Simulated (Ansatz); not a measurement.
**Stretching the linear Mo chain**

Does stretching change the magnetism or the channel count of the linear Mo chain?

Program: Ansatz 0.2.0. Level of theory: DFT PBEsol, plane waves, PAW; relaxation of a chain's period, in the first sound run; inputs show where later runs differ. Results are calculated unless marked as measured.

## Step 1: The starting structure

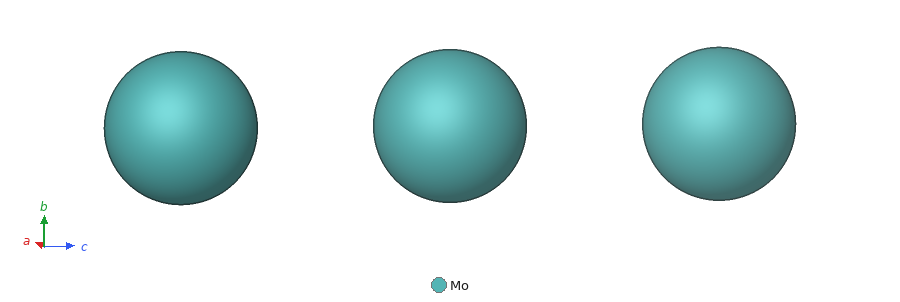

The cell as given, from the side, with the c axis across the page (molybdenum teal). 1×1×2 cells are drawn. Some periodic images of atoms are drawn too.

The cell holds 1 atom: 1 Mo. Its edges and angles: a = 7.500 Å, b = 7.500 Å, c = 2.864 Å, α = 90.0°, β = 90.0°, γ = 90.0°. Vacuum lies along a and b. The structure's axis is c.

## Step 2: Relaxing the period

Band widths follow the bond lengths, so the chain is relaxed first. The atoms and the third cell vector are free; the box across stays fixed as vacuum. Moments are seeded so that a magnetic state can form if it lies lower. A Fermi-Dirac smearing is set since the result may be a metal. The pressure printed is a third of the stress's trace over the whole box, vacuum included; only the stress along the axis is relaxed.

input.yaml

```yaml
crystal:
  lattice:
    - [7.5, 0.0, 0.0]
    - [0.0, 7.5, 0.0]
    - [0.0, 0.0, 2.8644]
  atoms:
    - { symbol: Mo, position: [0.5, 0.5, 0.0], spin: 3.0 }
magnetization:
  spin_polarized: true
kpoints:
  mp_grid: { grid: [1, 1, 28] }
scf:
  occupations: { method: fermi_dirac, width: 0.05 }
hamiltonian:
  xc: pbesol
relax:
  cell: { fix: [a, b, alpha, beta, gamma] }
  max_steps: 60
```

On the command line:

```
$ ansatz run input.yaml --threads 4 --pin off --max-ram 8192MiB --backend cpu --events-out ev --progress --plain --runs-dir out
```

Numbers of over 12 decimals in the logs are rounded to 6 here.

The log of the run:

```text
Engine: ansatz 0.2.0, aarch64-unknown-linux-gnu
Pseudopotentials: kind: paw
Pseudopotential: Mo, paw, valence charge 14, recommended cutoff 420 eV (normal), Mo.paw.azcp
Functional definition: PBEsol
  exchange = pbesol_x
  correlation = pbesol_c
Crystal: 1 atoms, lattice volume = 161.123 Å³
Basis set: ecut = 420 eV, 3145 PW (Γ), exchange–correlation on 108×108×40 points (8 copies of the dense FFT grid, shifted against one another)
Bands: 13, of which v1, the nominal top of the filled ones, is band 7 counted from 1 (6 counted from 0)
Symmetry: 16 space group operations
Space group: P4/mmm (ITA 123), of the structure as read, at distance tolerance 5.4e-5 Å
Magnetic group: BNS 123.339 (UNI 999), of the structure as read, at distance tolerance 5.4e-5 Å
k-points: 15 of 28
Non-local potential: Mo, projectors of the file, l = 0: 3, l = 1: 2, l = 2: 2, l = 3: 1
PAW form: soft (Blöchl's): semilocal exchange-correlation on the pseudo side does not see the compensation charge
PAW frozen core: Mo, regenerated for the run's functional, and the local potential with it (the file was generated under x = pbe(κ = 0.804, μ = 0.219515), c = pbe(β = 0.066725))
PAW one-centre angular grid: Mo, 590 points (default); XC on 64 Gauss nodes
Initial density: superposition of atomic densities (neutral atoms: chi_scale 0, normalization atom)
Starting moments: Σ|m| = 3 μB on 1 of 1 site
Initial wavefunctions: pseudopotential atomic-orbital guess
Functional: x = pbesol(κ = 0.804, μ = 0.123457), c = pbesol(β = 0.046)
iter 1 solved again at ethr=3.06e-3 eV; its pass at ethr=3.10e-3 eV (dr2=4.28e-1 eV) is discarded
SCF iter   1: F=—  HF=-4891.168681 eV  |F-HF|=—  |Δ(HF+E_count)|=         —  Δρ=1.33e-2 (↑1.10e-2 ↓1.33e-2)  dr2=4.32e-1  dr2_m=1.44e-1  M=3.390 μB ∫|m|=3.390 μB  β_m=0.30  ethr=3.06e-3  ⟨swp⟩=1.0  Hψ=2660  notcnv=0
Mixer restart at iter 1: flushing history
preconditioner: auto → LDOS  [metal: Δε(μ)=0.026 eV  Ē_g=4.061 eV  σ=0.050 eV  W_gap=0.13  n_scr=12 (ndim 8)  ℏωp=7.2 eV  f_vac=0.605  D(μ)=3.89/eV (n_scr^D=20)]
spin=Collinear: LDOS preconditioning applied to the charge; magnetization (m = ρ↑ − ρ↓) channel mixes plain (no charge-response kernel on spin).
SCF iter   2: F=—  HF=-4891.144733 eV  |F-HF|=—  |Δ(HF+E_count)|=   2.39e-2  Δρ=1.02e-2 (↑8.54e-3 ↓1.02e-2)  dr2=2.33e-1  dr2_m=8.97e-2  M=3.498 μB ∫|m|=3.498 μB  β_m=0.65  ethr=3.06e-3  ⟨swp⟩=1.8  Hψ=501  notcnv=0
SCF iter   3: F=—  HF=-4891.254836 eV  |F-HF|=—  |Δ(HF+E_count)|=         —  Δρ=3.94e-3 (↑3.94e-3 ↓3.67e-3)  dr2=8.10e-3  dr2_m=1.55e-2  M=3.886 μB ∫|m|=3.886 μB  β_m=0.65  ethr=1.66e-3  ⟨swp⟩=3.0  Hψ=803  notcnv=0
Mixer restart at iter 3: flushing history
SCF iter   4: F=—  HF=-4891.263559 eV  |F-HF|=—  |Δ(HF+E_count)|=   8.72e-3  Δρ=2.18e-3 (↑2.18e-3 ↓2.06e-3)  dr2=2.35e-3  dr2_m=5.36e-3  M=3.954 μB ∫|m|=3.954 μB  β_m=0.82  ethr=5.79e-5  ⟨swp⟩=2.6  Hψ=755  notcnv=0  defer=2
SCF iter   5: F=—  HF=-4891.267889 eV  |F-HF|=—  |Δ(HF+E_count)|=   4.33e-3  Δρ=7.39e-4 (↑7.39e-4 ↓7.06e-4)  dr2=1.88e-4  dr2_m=6.88e-4  M=4.090 μB ∫|m|=4.090 μB  β_m=0.91  ethr=1.68e-5  ⟨swp⟩=2.8  Hψ=763  notcnv=0  defer=2
SCF iter   6: F=—  HF=-4891.269454 eV  |F-HF|=—  |Δ(HF+E_count)|=   1.56e-3  Δρ=4.58e-4 (↑4.58e-4 ↓4.37e-4)  dr2=1.42e-4  dr2_m=2.49e-4  M=4.186 μB ∫|m|=4.186 μB  β_m=0.96  ethr=1.34e-6  ⟨swp⟩=2.0  Hψ=752  notcnv=0  defer=2
SCF iter   7: F=—  HF=-4891.269877 eV  |F-HF|=—  |Δ(HF+E_count)|=   4.23e-4  Δρ=2.44e-4 (↑2.44e-4 ↓1.61e-4)  dr2=6.98e-5  dr2_m=4.44e-5  M=4.276 μB ∫|m|=4.276 μB  β_m=0.89  ethr=1.01e-6  ⟨swp⟩=2.1  Hψ=769  notcnv=0  defer=2
SCF iter   8: F=—  HF=-4891.269959 eV  |F-HF|=—  |Δ(HF+E_count)|=   8.16e-5  Δρ=4.08e-5 (↑4.08e-5 ↓3.69e-5)  dr2=2.31e-6  dr2_m=1.31e-6  M=4.254 μB ∫|m|=4.254 μB  β_m=0.94  ethr=4.98e-7  ⟨swp⟩=2.6  Hψ=685  notcnv=0  defer=2
SCF iter   9: F=—  HF=-4891.269963 eV  |F-HF|=—  |Δ(HF+E_count)|=   4.54e-6  Δρ=1.05e-5 (↑7.22e-6 ↓1.05e-5)  dr2=1.05e-7  dr2_m=9.41e-8  M=4.250 μB ∫|m|=4.250 μB  β_m=0.94  ethr=1.65e-8  ⟨swp⟩=2.2  Hψ=709  notcnv=0  defer=2
SCF iter  10: F=—  HF=-4891.269964 eV  |F-HF|=—  |Δ(HF+E_count)|=   4.64e-7  Δρ=1.47e-6 (↑1.47e-6 ↓1.36e-6)  dr2=4.62e-9  dr2_m=2.34e-9  M=4.251 μB ∫|m|=4.251 μB  β_m=0.97  ethr=7.52e-10  ⟨swp⟩=2.0  Hψ=671  notcnv=0  defer=2
SCF iter  11: F=-4891.269964 eV  HF=-4891.269964 eV  |F-HF|=2.82e-10  |Δ(HF+E_count)|=   2.58e-8  Δρ=3.50e-7 (↑3.50e-7 ↓3.42e-7)  dr2=1.96e-10  dr2_m=7.70e-11  M=4.251 μB ∫|m|=4.251 μB  ethr=3.30e-11  ⟨swp⟩=2.0  Hψ=1158  notcnv=0
SCF 1 converged in 11 iterations: F = -4891.269964 eV  dr2 = 1.96e-10
  greatest PAW one-centre occupation: 0.999 electrons in one spin orbital (limit 2), on the Mo atom at site 0 (counted from 0), in its partial waves of l = 0
relax step   1: F+E_penalty+E_count = -4891.26996366 eV  Δ(F+E_penalty+E_count) = +0.000e0 eV  max|allowed force component| = 0.000e0 eV/Å  Δτ_max = 0.0000 Å  P = -1.236 GPa  Ω = 161.123 Å³  fix = [a, b, alpha, beta, gamma]  reactions: a -0.170, b -0.170 GPa  (11 SCF iters, dr2 threshold 1.00e-7 eV, accepted)
Crystal: 1 atoms, lattice volume = 153.268 Å³
Basis set: ecut = 420 eV, 3033 PW (Γ), exchange–correlation on 108×108×40 points (8 copies of the dense FFT grid, shifted against one another)
Initial density: handed on by an earlier stage of this run
Starting moments: Σ|m| = 3 μB on 1 of 1 site; this step starts from the density that it was given
Initial wavefunctions: those handed on with the density
iter 1 solved again at ethr=1.75e-4 eV; its pass at ethr=3.10e-3 eV (dr2=2.45e-2 eV) is discarded
SCF iter   1: F=—  HF=-4891.524364 eV  |F-HF|=—  |Δ(HF+E_count)|=         —  Δρ=8.81e-3 (↑8.74e-3 ↓8.81e-3)  dr2=2.48e-2  dr2_m=9.99e-2  M=3.616 μB ∫|m|=3.616 μB  β_m=0.30  ethr=1.75e-4  ⟨swp⟩=1.1  Hψ=2877  notcnv=0
preconditioner: auto → LDOS  [metal: Δε(μ)=0.029 eV  Ē_g=4.528 eV  σ=0.050 eV  W_gap=0.14  n_scr=12 (ndim 8)  ℏωp=7.3 eV  f_vac=0.633  D(μ)=2.03/eV (n_scr^D=8)]
spin=Collinear: LDOS preconditioning applied to the charge; magnetization (m = ρ↑ − ρ↓) channel mixes plain (no charge-response kernel on spin).
SCF iter   2: F=—  HF=-4891.517830 eV  |F-HF|=—  |Δ(HF+E_count)|=   6.53e-3  Δρ=6.71e-3 (↑6.70e-3 ↓6.71e-3)  dr2=1.52e-2  dr2_m=5.85e-2  M=3.573 μB ∫|m|=3.573 μB  β_m=0.65  ethr=1.75e-4  ⟨swp⟩=2.0  Hψ=530  notcnv=0
SCF iter   3: F=—  HF=-4891.506609 eV  |F-HF|=—  |Δ(HF+E_count)|=   1.12e-2  Δρ=8.06e-4 (↑8.06e-4 ↓7.61e-4)  dr2=4.11e-4  dr2_m=5.80e-4  M=3.481 μB ∫|m|=3.481 μB  β_m=0.71  ethr=1.09e-4  ⟨swp⟩=2.6  Hψ=781  notcnv=0
[...]
relax step   4: F+E_penalty+E_count = -4891.97968115 eV  Δ(F+E_penalty+E_count) = -2.320e-1 eV  max|allowed force component| = 0.000e0 eV/Å  Δτ_max = 0.0000 Å  P = -1.553 GPa  Ω = 137.558 Å³  energy of the carried Pulay correction = +3.531e-4 eV  fix = [a, b, alpha, beta, gamma]  reactions: a -0.256, b -0.256 GPa  (9 SCF iters, dr2 threshold 1.00e-7 eV, accepted)
[...]
relax step   5: F+E_penalty+E_count = -4892.29297681 eV  Δ(F+E_penalty+E_count) = -3.133e-1 eV  max|allowed force component| = 0.000e0 eV/Å  Δτ_max = 0.0000 Å  P = -2.040 GPa  Ω = 129.704 Å³  energy of the carried Pulay correction = +4.816e-4 eV  fix = [a, b, alpha, beta, gamma]  reactions: a -0.272, b -0.272 GPa  (15 SCF iters, dr2 threshold 1.00e-7 eV, accepted)
[...]
relax step   6: F+E_penalty+E_count = -4892.43873331 eV  Δ(F+E_penalty+E_count) = -1.458e-1 eV  max|allowed force component| = 0.000e0 eV/Å  Δτ_max = 0.0000 Å  P = +0.242 GPa  Ω = 121.849 Å³  energy of the carried Pulay correction = +6.162e-4 eV  fix = [a, b, alpha, beta, gamma]  reactions: a -0.281, b -0.281 GPa  (10 SCF iters, dr2 threshold 1.00e-7 eV, accepted)
[...]
relax step   7: F+E_penalty+E_count = -4892.44141310 eV  Δ(F+E_penalty+E_count) = -2.680e-3 eV  max|allowed force component| = 0.000e0 eV/Å  Δτ_max = 0.0000 Å  P = -0.407 GPa  Ω = 123.324 Å³  energy of the carried Pulay correction = +5.904e-4 eV  fix = [a, b, alpha, beta, gamma]  reactions: a -0.277, b -0.277 GPa  (10 SCF iters, dr2 threshold 1.00e-7 eV, accepted)
[...]
relax step   8: F+E_penalty+E_count = -4892.44251548 eV  Δ(F+E_penalty+E_count) = -1.102e-3 eV  max|allowed force component| = 0.000e0 eV/Å  Δτ_max = 0.0000 Å  P = -0.183 GPa  Ω = 122.796 Å³  energy of the carried Pulay correction = +5.996e-4 eV  fix = [a, b, alpha, beta, gamma]  reactions: a -0.278, b -0.278 GPa  (9 SCF iters, dr2 threshold 1.00e-7 eV, accepted)
Basis set: ecut = 420 eV, 2431 PW (Γ), exchange–correlation on 108×108×30 points (8 copies of the dense FFT grid, shifted against one another)
Initial wavefunctions: pseudopotential atomic-orbital guess (no wavefunctions were taken with the density)
iter 1 solved again at ethr=1.22e-7 eV; its pass at ethr=3.10e-3 eV (dr2=1.71e-5 eV) is discarded
SCF iter   1: F=—  HF=-4892.442217 eV  |F-HF|=—  |Δ(HF+E_count)|=         —  Δρ=4.08e-5 (↑4.08e-5 ↓4.08e-5)  dr2=8.55e-7  dr2_m=5.55e-12  M=0.000 μB ∫|m|=0.000 μB  β_m=0.65  ethr=1.22e-7  ⟨swp⟩=3.9  Hψ=3546  notcnv=0
preconditioner: auto → Resta (q_TF=auto, 1.900 Å⁻¹)  ε∞=2.8  [insulator: Δε(μ)=0.188 eV  Ē_g=6.056 eV  σ=0.050 eV  W_gap=0.59  n_scr=20 (ndim 8)  ℏωp=8.2 eV  f_vac=0.630  D(μ)=2.48/eV (n_scr^D=20)  ε∞_Penn≈2.8  vacuum switching on, ρ_ref=2.7e-3 e/Å³]
spin=Collinear: Resta preconditioning applied to the charge; magnetization (m = ρ↑ − ρ↓) channel mixes plain (no charge-response kernel on spin).
SCF iter   2: F=—  HF=-4892.442218 eV  |F-HF|=—  |Δ(HF+E_count)|=   1.44e-6  Δρ=1.45e-5 (↑1.45e-5 ↓1.45e-5)  dr2=1.10e-7  dr2_m=2.26e-12  M=0.000 μB ∫|m|=0.000 μB  β_m=0.61  ethr=6.11e-9  ⟨swp⟩=2.0  Hψ=602  notcnv=0
SCF iter   3: F=—  HF=-4892.442218 eV  |F-HF|=—  |Δ(HF+E_count)|=   1.43e-7  Δρ=2.32e-6 (↑2.32e-6 ↓2.32e-6)  dr2=2.63e-9  dr2_m=7.96e-13  M=0.000 μB ∫|m|=0.000 μB  β_m=0.64  ethr=7.86e-10  ⟨swp⟩=2.1  Hψ=478  notcnv=0
SCF iter   4: F=—  HF=-4892.442218 eV  |F-HF|=—  |Δ(HF+E_count)|=   5.75e-9  Δρ=2.87e-7 (↑2.84e-7 ↓2.87e-7)  dr2=1.61e-10  dr2_m=3.46e-13  M=0.000 μB ∫|m|=0.000 μB  β_m=0.82  ethr=1.88e-11  ⟨swp⟩=2.2  Hψ=606  notcnv=0
SCF iter   5: F=—  HF=-4892.442218 eV  |F-HF|=—  |Δ(HF+E_count)|=   6.90e-9  Δρ=6.38e-8 (↑5.32e-8 ↓6.38e-8)  dr2=2.47e-11  dr2_m=1.11e-13  M=0.000 μB ∫|m|=0.000 μB  β_m=0.91  ethr=1.15e-12  ⟨swp⟩=2.2  Hψ=559  notcnv=0
SCF iter   6: F=—  HF=-4892.442218 eV  |F-HF|=—  |Δ(HF+E_count)|=  7.00e-11  Δρ=1.17e-8 (↑7.82e-9 ↓1.17e-8)  dr2=7.38e-13  dr2_m=1.57e-14  M=0.000 μB ∫|m|=0.000 μB  β_m=0.96  ethr=1.00e-12  ⟨swp⟩=1.7  Hψ=437  notcnv=0
SCF iter   7: F=-4892.442218 eV  HF=-4892.442218 eV  |F-HF|=0.00e0  |Δ(HF+E_count)|=  9.09e-13  Δρ=6.32e-9 (↑6.32e-9 ↓5.24e-9)  dr2=2.68e-13  dr2_m=2.16e-15  M=0.000 μB ∫|m|=0.000 μB  ethr=1.00e-12  ⟨swp⟩=4.0  Hψ=1330  notcnv=0
the starting moments were not kept: the SCF closed with an absolute magnetisation of 2.9e-7 μB, where they sum to 3 μB in size (1 site). That is at most 0.1 of that sum. Measured as dr2_m measures the in/out step, that magnetisation stands 1.3e-14 eV from none, at or under the dr2_threshold of 1.0e-11 eV: it is no larger than a step whose dr2_m would equal this threshold.
SCF 9 converged in 7 iterations: F = -4892.442218 eV  dr2 = 2.68e-13
relax step   9: F+E_penalty+E_count = -4892.44221842 eV  Δ(F+E_penalty+E_count) = +2.971e-4 eV  max|allowed force component| = 0.000e0 eV/Å  Δτ_max = 0.0000 Å  P = -0.183 GPa  Ω = 122.796 Å³  fix = [a, b, alpha, beta, gamma]  reactions: a -0.279, b -0.279 GPa  stress off target by 6.97e-3 GPa on what of the cell is left free  SCF on the basis re-selected at this cell (its energy is not comparable with the rows above)  (7 SCF iters)
basis re-selected at this cell: Δ(F+E_penalty+E_count) = +2.971e-4 eV, ΔP = -0.001 GPa vs the last step (what re-selecting the basis moved, of the pressure what is left beyond the Pulay correction that the steps carried, after the strain that the cell walked since its last selection, with what the two solves' SCF thresholds leave and, on support functions, any second-order correction that the steps lacked; it is no measure of the basis error at this ecutwfc). The dense FFT grid was sized anew with the basis: this SCF ran on 54×54×15 points, the steps before it on 54×54×20, so part of this shift can come from that change (see relax.cell in the input reference). [rest of the remark cut]
SCF converged after 7 iterations
Magnetization: 0.0000 μB (7.0000 up, 7.0000 down)
Absolute magnetization: 0.0000 μB (∫|ρ↑−ρ↓|, with the PAW one-centre terms)
Spin contamination: 0.0000 ħ² per cell (⟨S²⟩ above its minimum at these occupations)
Per-site moments (μB) at R_I (Å): [(1.3190281837015926e-7, 0.900506)]
Free energy (F): -4892.442218 eV
Harris-Foulkes:  -4892.442218 eV  (|F-HF|=0.00e0)
Internal energy: -4892.422167 eV  (E = F + TS)
E sigma→0 (E₀):  -4892.432193 eV
Entropy (-TS):   -0.020051 eV (-20.051 meV/atom)
Fermi energy:    -1.418121 eV
--- Per-component energies (eV) ---
  E_band       = -359.072044
  E_kinetic    = 442.333101
  E_local      = -3244.895439  (includes V_loc(G=0)·N_el)
  E_nonlocal   = 150.970940
  E_hartree    = 1331.840504
  E_xc         = -178.239038
  E_vxc        = -222.925502  (∫ρ·V_xc dr)
  E_paw        = -3146.051753  (= ΣΔE_a)
  E_vpaw       = -148.236220  (= ΣTr[D̂ρ^β])
  E_aug_tail   = 0.000040  (compensation charges beyond the density's cutoff)
  E_ewald      = -248.589822
  E_core_change = 0.209299  (= ΣΔE_core)
  E_smearing   = -0.020051  (= −TS)
  E_closure    = -0.000000  (closes the sum)
  Σ components = -4892.442218   (vs F -4892.442218, Δ=0.00e0)
--- Forces (eV/Å), atoms counted from 1 ---
  atom   1  Mo     0.00000000     0.00000000     0.00000000
  max |Σ_I F_I| component: 1.14e-28 eV/Å
--- Stress (GPa, compression-positive) ---
       -0.278695       0.000000       0.000000
        0.000000      -0.278695       0.000000
        0.000000       0.000000       0.006966
  P = ⅓ Tr σ = -0.1835 GPa (-1.835 kbar)
--- Relaxed structure (8 steps of the walk, 8 accepted, 1 SCFs on fresh bases) ---
  F+E_penalty+E_count = -4892.44221842 eV   max|allowed force component| = 0.000e0 eV/Å   (the final SCF, on the basis selected at the relaxed cell)
  cell:  # Å, volume = 122.7962 Å³
    - [7.5, 0.0, 0.0]
    - [0.0, 7.5, 0.0]
    - [0.0, 0.0, 2.183044]
  atoms:
    - { symbol: Mo, position: [0.5, 0.5, 0.0] }
```

It took 12 s on 4 threads of Arm Neoverse V2, shared host; peak memory 0.41 GiB.

Relaxation path:

```tsv
step	energy less that of the first step (eV)	largest force component (eV/Å)	pressure (GPa)	volume (Å³)
1	0.0000	0.0000	-1.24	161.12
2	-0.2375	0.0000	-1.81	153.27
3	-0.4777	0.0000	-1.84	145.41
4	-0.7097	0.0000	-1.55	137.56
5	-1.0230	0.0000	-2.04	129.70
6	-1.1688	0.0000	0.24	121.85
7	-1.1714	0.0000	-0.41	123.32
8	-1.1726	0.0000	-0.18	122.80
9*	-1.1723	0.0000	-0.18	122.80
```

Relaxation steps marked * repeat the geometry before them on a plane-wave basis chosen anew for their cell, so energy and pressure can jump there.

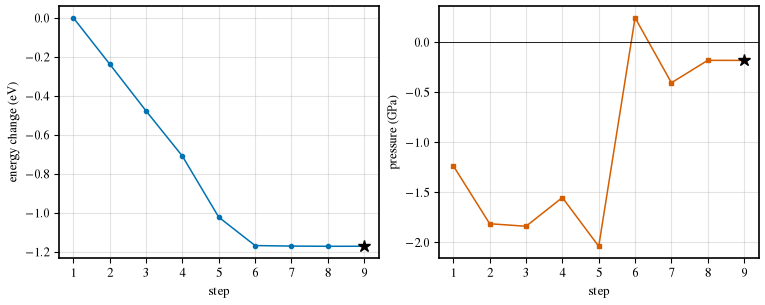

Energy and pressure along the relaxation. Stars mark steps on a basis chosen anew.

```tsv
cell as run	before	after	change
c (Å)	2.864	2.183	-23.8 %
```

The relaxed structure:

```cif
data_structure
_symmetry_space_group_name_H-M 'P 1'
_symmetry_Int_Tables_number 1
_cell_length_a 7.5000
_cell_length_b 7.5000
_cell_length_c 2.1830
_cell_angle_alpha 90.000
_cell_angle_beta 90.000
_cell_angle_gamma 90.000
_cell_volume 122.80
loop_
_atom_site_label
_atom_site_type_symbol
_atom_site_fract_x
_atom_site_fract_y
_atom_site_fract_z
_atom_site_occupancy
Mo1 Mo 0.50000 0.50000 0.00000 1
```

This step gave:

```
energy at zero smearing    : -4892.4322 eV
cell length along the wire : 2.183 Å
```

The cell's length comes to 2.183 Å with no moment. That is -24 % against the start, more than a small adjustment.

The cell shrank by 23.8 % in its periodic edges.

[end of part 1 of 3]

[Logs are printed without paths, hosts, clocks, repeated set-up lines and the standing remarks that a program may print on its own settings, such as how far it seeks lower states.]

[Hosts, paths, dates, database ids (printed as entryN), source tags and the programs' standing remarks are cut or masked in the printed files.]
